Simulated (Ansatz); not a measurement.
# ScW, from a guessed structure to a relaxed one, part 2 of 2

This structure for ScW is made up. Its elements were placed in a known structure type with a cell scaled to their sizes. What cell does the guess relax to, and how far off was it?

Ansatz 0.2.0; DFT, PBEsol, plane-wave PAW, files of the set soft_1, scalar-relativistic, no spin, cell and ions relaxed at zero pressure; PAW set soft_1 (the session's first sound run).

So far: Starting point; Relaxation of the guess.

**3. Bands of the relaxed cell**

With the geometry fixed, one more self-consistent run, with a narrower smearing and the mesh shown in its input, gives the bands, and its pressure, and its forces where symmetry allows any, show how far the geometry depends on these settings.

This step: DFT, PBEsol, plane-wave PAW, files of the set soft_1, scalar-relativistic, no spin, bands and density of states at the relaxed cell; PAW set soft_1 (Ansatz 0.2.0).

Input file input.yaml:

```yaml
crystal:
  lattice:
    - [4.8078769909, 0.0, 0.0]
    - [0.0, 4.4068413835, 0.0]
    - [0.0, 0.0, 6.7623435993]
  atoms:
    - { symbol: W, position: [0.9999065973, 0.75, 0.3930729701] }
    - { symbol: W, position: [0.4999065973, 0.75, 0.1069270299] }
    - { symbol: W, position: [9.34027e-05, 0.25, 0.6069270299] }
    - { symbol: W, position: [0.5000934027, 0.25, 0.8930729701] }
    - { symbol: Sc, position: [0.9995860871, 0.75, 0.8634454566] }
    - { symbol: Sc, position: [0.4995860871, 0.75, 0.6365545434] }
    - { symbol: Sc, position: [0.0004139129, 0.25, 0.1365545434] }
    - { symbol: Sc, position: [0.5004139129, 0.25, 0.3634454566] }
kpoints:
  mp_grid: { grid: [6, 8, 6] }
  band_path:
    path:
      - [[0.0, 0.0, 0.0], [0.0, -0.5, 0.0], [-0.5, -0.5, 0.0], [-0.5, 0.0, 0.0], [0.0, 0.0, 0.0], [0.0, 0.0, -0.5], [0.0, -0.5, -0.5], [-0.5, -0.5, -0.5], [-0.5, 0.0, -0.5], [0.0, 0.0, -0.5]]
      - [[-0.5, 0.0, 0.0], [-0.5, 0.0, -0.5]]
      - [[0.0, -0.5, -0.5], [0.0, -0.5, 0.0]]
      - [[-0.5, -0.5, 0.0], [-0.5, -0.5, -0.5]]
    npoints: 6
scf:
  occupations: { method: fermi_dirac, width: 0.03 }
  n_extra_bands: 12
hamiltonian:
  xc: pbesol
  pseudopotentials: { kind: paw, azcp: { folder: soft_1 }, xc_functional: pbe }
output:
  forces: true
  stress: true
  write_bands: true
  dos: { projected: true }
  write_density: true
  write_potential: true
  elf: true
  volumetric_format: npy
```

On the command line:

```sh
$ ansatz run input.yaml --threads 4 --pin off --max-ram 10240MiB --backend cpu --events-out ev --progress --plain --runs-dir out
```

Numbers of over 12 decimals in the logs are rounded to 6 here.

Output:

```text
[...]
Crystal: 8 atoms, lattice volume = 143.278 Å³
Basis set: ecut = 420 eV, 2813 PW (Γ), exchange–correlation on 72×60×96 points (8 copies of the dense FFT grid, shifted against one another)
Bands: 62, of which v1, the nominal top of the filled ones, is band 50 counted from 1 (49 counted from 0)
Symmetry: 8 space group operations
[...]
k-points: 80 of 288
[...]
SCF iter   1: F=—  HF=-49483.924023 eV  |F-HF|=—  |Δ(HF+E_count)|=         —  Δρ=1.54e-1  dr2=8.69e1  ethr=3.10e-3  ⟨swp⟩=5.7  Hψ=17818  notcnv=0
[...]
SCF iter   9: F=-49474.164378 eV  HF=-49474.164378 eV  |F-HF|=4.75e-8  |Δ(HF+E_count)|=   3.16e-7  Δρ=4.54e-6  dr2=5.50e-8  ethr=1.00e-10  ⟨swp⟩=15.0  Hψ=34276  notcnv=0
SCF 1 converged in 9 iterations: F = -49474.164378 eV  dr2 = 5.50e-8
[...]
NSCF: frozen V_eff on 76 k-points
SCF converged after 9 iterations
Free energy (F): -49474.164378 eV
[...]
Internal energy: -49474.144931 eV  (E = F + TS)
E sigma→0 (E₀):  -49474.154654 eV
Entropy (-TS):   -0.019446 eV (-2.431 meV/atom)
Fermi energy:    15.955182 eV
[...]
--- Forces (eV/Å), atoms counted from 1 ---
  atom   1  W     -0.00013713     0.00000000    -0.00786945
  atom   2  W     -0.00013713     0.00000000     0.00786945
  atom   3  W      0.00013713     0.00000000     0.00786945
  atom   4  W      0.00013713     0.00000000    -0.00786945
  atom   5  Sc     0.00176623     0.00000000    -0.01760653
  atom   6  Sc     0.00176623     0.00000000     0.01760653
  atom   7  Sc    -0.00176623     0.00000000     0.01760653
  atom   8  Sc    -0.00176623     0.00000000    -0.01760653
  max |Σ_I F_I| component: 3.47e-18 eV/Å
--- Stress (GPa, compression-positive) ---
       -0.135652       0.000000       0.000000
        0.000000       0.583026       0.000000
        0.000000       0.000000      -0.097835
  P = ⅓ Tr σ = 0.1165 GPa (1.165 kbar)
--- Band table (eV; the first three rows and the last of 80) ---
  k-point 0: bands = [... 46 lower, 14.7643, 15.0301, 15.5369, 16.5523, 16.7672, 16.9694, 17.0026, 17.0395, ... 8 higher]
  k-point 1: bands = [... 46 lower, 14.7932, 15.2737, 15.9780, 16.5068, 16.6024, 16.7094, 17.0281, 17.2059, ... 8 higher]
  k-point 2: bands = [... 46 lower, 15.1398, 15.6426, 16.0653, 16.3475, 16.7253, 16.7722, 17.1337, 17.3497, ... 8 higher]
  k-point 79: bands = [... 46 lower, 15.2480, 15.2480, 15.7734, 15.7734, 15.7734, 15.7734, 16.6789, 16.6789, ... 8 higher]
```

Elapsed: 26 s, on 4 threads of Arm Neoverse V1, shared host; peak memory 0.92 GiB.

Numbers from this step:

```yaml
free_energy: -49474.1644 eV
energy_at_zero_smearing: -49474.1547 eV
smearing_term_ts: 0.01945 eV
fermi_energy: 15.96 eV
pressure: 0.1165 GPa
```

From bands.tsv, the bands that come nearest the Fermi level along the path, at its corners, in eV from the Fermi level:

```tsv
point	band 47	band 48	band 49	band 50	band 51	band 52	band 53	band 54
Γ	-1.19	-0.93	-0.42	0.60	0.81	1.01	1.05	1.08
X	-0.87	-0.87	-0.61	-0.61	0.48	0.48	0.76	0.76
S	-0.71	-0.71	0.99	0.99	0.99	0.99	1.18	1.18
Y	-0.91	-0.91	-0.28	-0.28	-0.25	-0.25	-0.05	-0.05
Γ	-1.19	-0.93	-0.42	0.60	0.81	1.01	1.05	1.08
Z	-0.37	-0.37	0.05	0.05	1.14	1.14	1.40	1.40
U	-1.40	-1.40	-0.93	-0.93	0.17	0.17	0.33	0.33
R	-0.71	-0.71	-0.18	-0.18	-0.18	-0.18	0.72	0.72
T	-1.25	-1.25	-0.55	-0.55	-0.44	-0.44	-0.44	-0.44
Z	-0.37	-0.37	0.05	0.05	1.14	1.14	1.40	1.40
Y	-0.91	-0.91	-0.28	-0.28	-0.25	-0.25	-0.05	-0.05
T	-1.25	-1.25	-0.55	-0.55	-0.44	-0.44	-0.44	-0.44
U	-1.40	-1.40	-0.93	-0.93	0.17	0.17	0.33	0.33
X	-0.87	-0.87	-0.61	-0.61	0.48	0.48	0.76	0.76
S	-0.71	-0.71	0.99	0.99	0.99	0.99	1.18	1.18
R	-0.71	-0.71	-0.18	-0.18	-0.18	-0.18	0.72	0.72
```

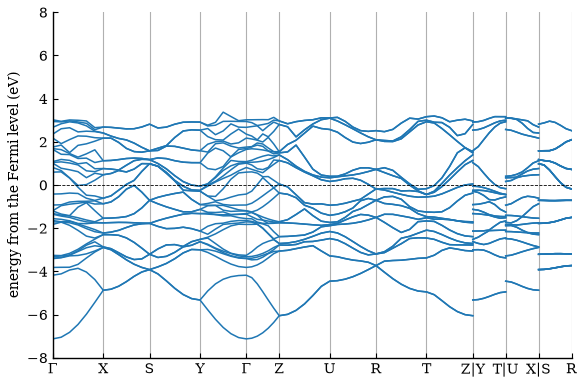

Bands along the path. 32 bands lie wholly below the window drawn.

States per cell as run, both spins, in windows of 1 eV, from dos.tsv (zero at the Fermi level):

```csv
from,to,total
-8,-7,0.00
-7,-6,0.48
-6,-5,1.19
-5,-4,2.22
-4,-3,5.33
-3,-2,8.60
-2,-1,10.60
-1,0,7.59
0,1,9.42
1,2,4.93
```

Below -8 eV lie 64.0 more states.

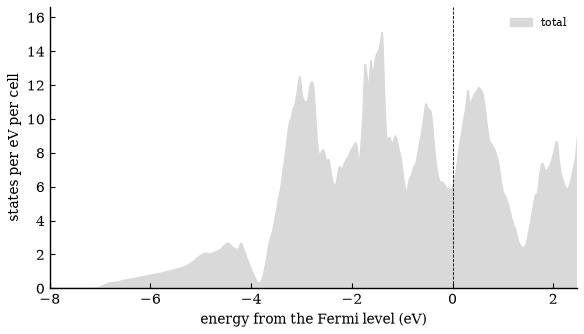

Total density of states, smoothed over about 0.04 eV.

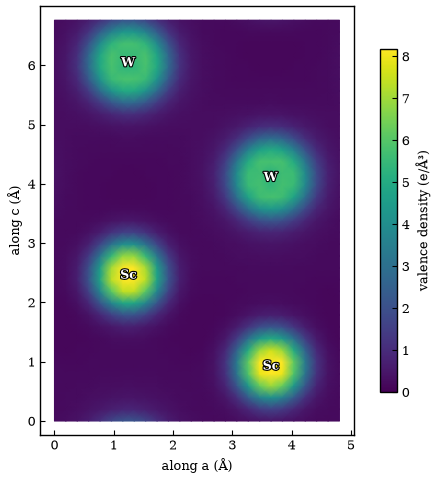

Valence density in the ac plane at fractional y = 0.250, with atoms of W and Sc within 0.2 Å of it. It is the smooth field of the valence electrons, not physical close to the nuclei. The map starts off the cell's origin, so that atoms lie inside it.

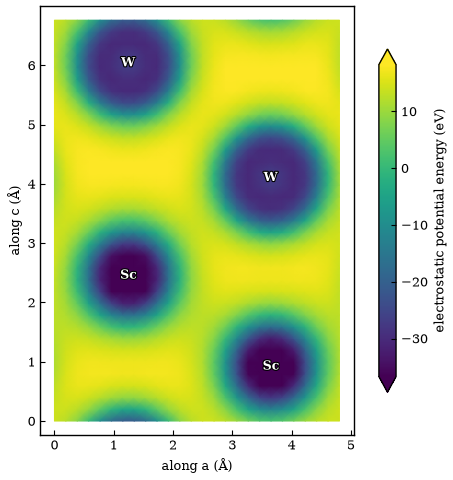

Electrostatic potential energy in the ac plane at fractional y = 0.250, with atoms of W and Sc within 0.2 Å of it. With pseudopotentials it is smooth inside the atoms' cores, unlike the true potential. The map starts off the cell's origin, so that atoms lie inside it.

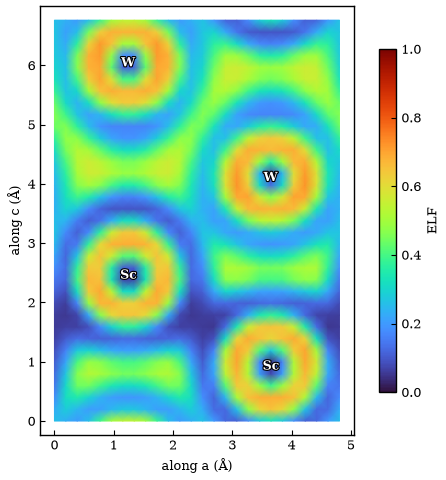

ELF in the ac plane at fractional y = 0.250, with atoms of W and Sc within 0.2 Å of it. It is the smooth field of the valence electrons, not physical close to the nuclei. The map starts off the cell's origin, so that atoms lie inside it.

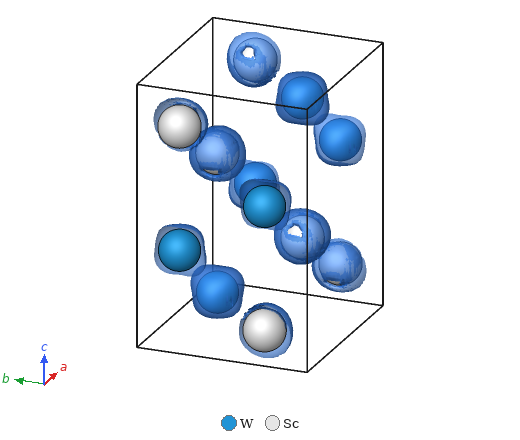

Surface of ELF = 0.66.

**4. Summary of results**

| Quantity | Value |
| --- | --- |
| space group, relaxed | Imma |
| conventional cell | a = 4.407, b = 4.808, c = 6.762 Å; α = 90.0°, β = 90.0°, γ = 90.0° |
| volume per atom | 17.91 Å³ (guess 21.50) |

**Reading.** ScW relaxes to Imma with a = 4.407, b = 4.808 and c = 6.762 Å. The guessed volume was 20 % too large. The symmetry rose from Pnma to Imma, so the distortion of the structure type doesn't survive with these elements. Bands cross the Fermi level, so it is a metal or semimetal at this level. On the 6×8×6 mesh with the narrower smearing (relaxed on 4×6×5) the largest force component is 0.018 eV/Å and the largest stress component is 0.583 GPa, against the relaxation's thresholds of 0.015 eV/Å and 0.05 GPa. The cutoff wasn't tested. A vector of the cell changed its length by 32 %, so the starting arrangement is largely lost and the mesh was laid for another shape. Spin-orbit coupling is left out, which can matter for elements this heavy. No dispersion term is used, so weakly bound directions may come out too long. The runs have no spin, and magnetism wasn't tested. Nothing here tests whether the compound is stable against decomposition.

[Logs are printed without paths, hosts, clocks, repeated set-up lines and the standing remarks that a program may print on its own settings, such as how far it seeks lower states.]

[Hosts, paths, dates, database ids (printed as entryN), source tags and the programs' standing remarks are cut or masked in the printed files.]
